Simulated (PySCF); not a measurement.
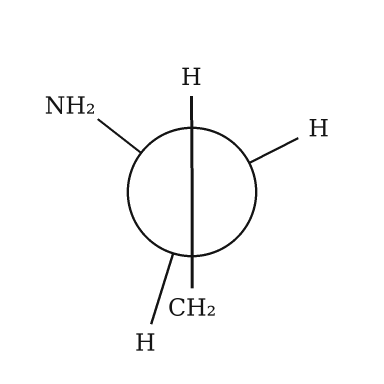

A Newman projection along the C–Ge bond, carbon in front; angles are drawn as computed, but eclipsed bonds slightly apart. The computed structure is the end point of a PBE0-D3(BJ)/def2-SVP optimisation. No frequency run is at hand to confirm it as a minimum.

### Which molecule is it?

C2H7GeN, C=[CH][GeH2][NH2]

### What is the torsion angle from the front CH2 to the back NH2? The sign is positive where the front bond must turn clockwise to cover the back bond.

128°, anticlinal.
